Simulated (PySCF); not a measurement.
## Electronic structure of C6H13BF2Si in real space

```xyz
23

B    -0.2767    1.9595    0.6971
C     0.3978    0.7886   -0.0542
Si   -0.9018   -0.6001   -0.3238
C    -1.4255   -1.3312    1.3470
C    -2.3859    0.1529   -1.2424
C     1.4215    0.9770   -1.1367
C     1.8380    0.4218    0.1948
C     2.3110   -0.9965    0.2846
F     1.9503   -1.5732    1.4658
F     3.6706   -1.0533    0.2610
H    -0.8450    2.7881    0.0981
H    -0.2649    1.9912    1.8662
H    -0.3129   -1.6339   -1.2010
H    -0.5759   -1.7292    1.8929
H    -1.8916   -0.5748    1.9730
H    -2.1410   -2.1374    1.2157
H    -2.9001    0.8852   -0.6274
H    -2.0797    0.6520   -2.1565
H    -3.1050   -0.6140   -1.5123
H     1.7386    1.9785   -1.3888
H     1.4305    0.3004   -1.9803
H     2.4026    1.0685    0.8587
H     1.9405   -1.6442   -0.5216
```

Geometry: GFN2-xTB.

Theory: PBE0/pcSseg-1, SCF density, gas phase, non-relativistic in PySCF 2.14.0.

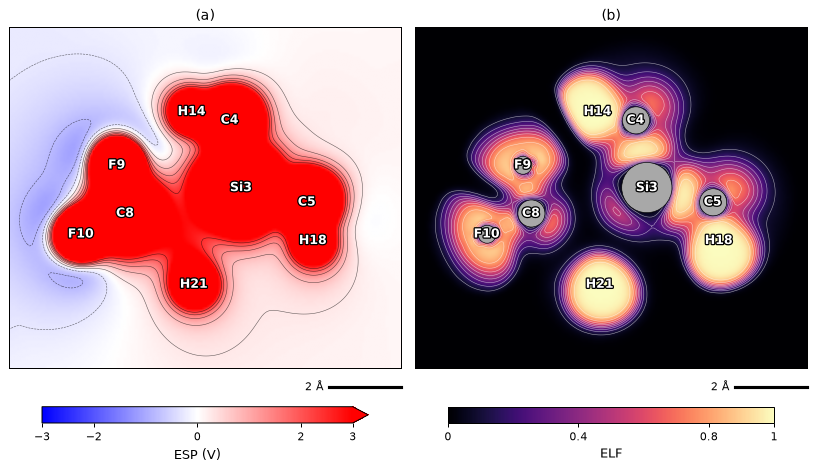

Figure 1. (a) molecular electrostatic potential; (b) ELF on the plane of atoms F9, C8 and F10. Grey discs cover the atomic cores in the ELF map.

> Interpret the plot.

The plane passes through Si, C, F and H nuclei. C–F (1.36 Å): the ELF peaks at about 0.85 between the atoms (a polar covalent bond). C–Si (1.90 Å): the ELF peaks at about 0.95 between the atoms (a shared electron pair). C–H (1.09 Å): the ELF climbs to about 1 towards the hydrogen, as it does in any bond to H: an ordinary covalent bond to hydrogen. The ELF also peaks beside F10 and F9, away from the bonds: lone-pair regions. Outside the dense part of the molecule the potential is most negative (−1.1 V) near F10.

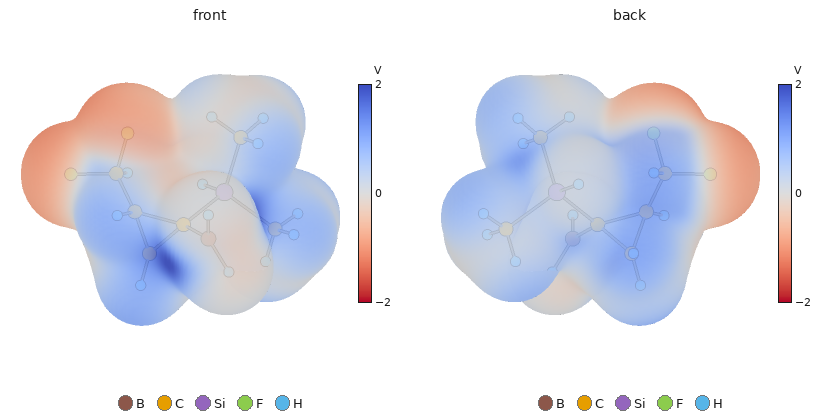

Figure 2. The molecular electrostatic potential painted on the density surface at 0.002 e/bohr³, seen from the front and from behind; the colour scale runs from red (negative) to blue (positive).

> Describe the electrostatic potential map.

The most negative region (about −1.0 V) lies over F9 and F10, the most positive (about +1.8 V) over B1.
